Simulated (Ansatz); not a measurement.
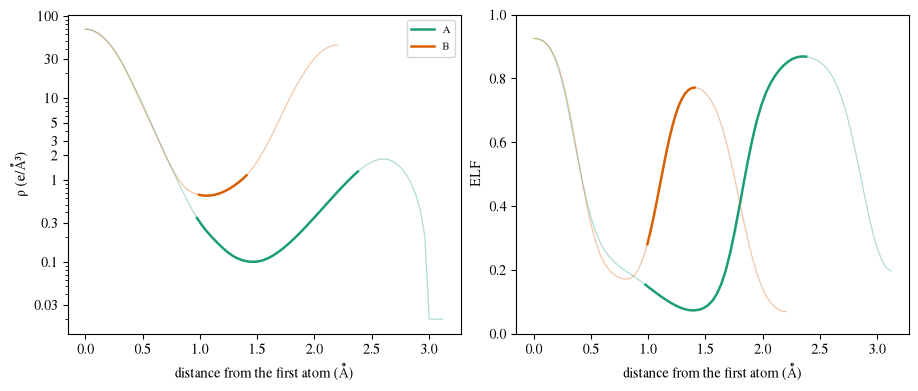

The picture shows: Cu$_{3}$SeCl. Valence pseudo-density and ELF along straight lines between neighbouring atoms. Thin, pale parts lie inside the atomic spheres.

Space group Pm-3m; a generated structure, not necessarily the stable one; changed on purpose from its base cell (volume × 0.940 of the coarse rest volume); computed pressure about 7 GPa in this cell; computed without spin polarisation.

Method: DFT PBEsol, scalar-relativistic, plane waves, PAW (Ansatz).

In a PAW calculation such maps are meaningful between the atoms, not at the nuclei.

### Which curve belongs to which contact (Cu–Cl and Cu–Se)? The first atom named is at distance zero.

Curve A: Cu–Cl (3.12 Å): ρ at the midpoint is about 0.11 e/Å³; the ELF is about 0.10 at the midpoint; no localised pair shows between them. Curve B: Cu–Se (2.21 Å): ρ is about 0.65 e/Å³ halfway; the ELF is about 0.45 at the midpoint.
